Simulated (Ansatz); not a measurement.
```yaml
atoms:
  - { symbol: C, position_ang: [-0.7255, 0.0238, -0.6618] }
  - { symbol: Si, position_ang: [0.8916, 0.8660, -0.1368] }
  - { symbol: Si, position_ang: [-0.0681, -0.9079, 0.8545] }
  - { symbol: H, position_ang: [-1.6441, 0.5925, -0.5334] }
  - { symbol: H, position_ang: [-0.7205, -0.5089, -1.6104] }
  - { symbol: H, position_ang: [0.7670, 2.2340, 0.4186] }
  - { symbol: H, position_ang: [2.0377, 0.7182, -1.0641] }
  - { symbol: H, position_ang: [0.4108, -2.2899, 0.6168] }
  - { symbol: H, position_ang: [-0.8605, -0.7743, 2.0994] }
```

Geometry: PBE0-D4/def2-TZVP.

Theory: RKS PBE0-D4/def2-TZVPP (Ansatz 0.2.0).

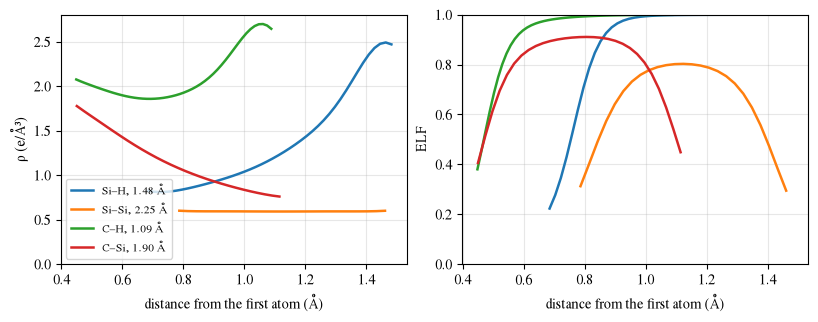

CH6Si2 (SMILES C1[SiH2][SiH2]1). Electron density and ELF along straight lines between neighbouring atoms. The curves leave out the atomic cores.

Question: What can be read from the curves?

Answer: Si–H (1.48 Å): the density is about 0.81 e/Å³ at the midpoint; the ELF climbs to about 1 towards the hydrogen, as it does in any bond to H.
Si–Si (2.25 Å): the density is about 0.59 e/Å³ at the midpoint; the ELF peaks at about 0.80 between the atoms: a covalent bond.
C–H (1.09 Å): the density is about 2 e/Å³ at the midpoint; the ELF climbs to about 1 towards the hydrogen; a covalent bond by its length.
C–Si (1.90 Å): ρ at the midpoint is about 0.88 e/Å³; the ELF peaks at about 0.90 between the atoms; localised, covalent bonding.
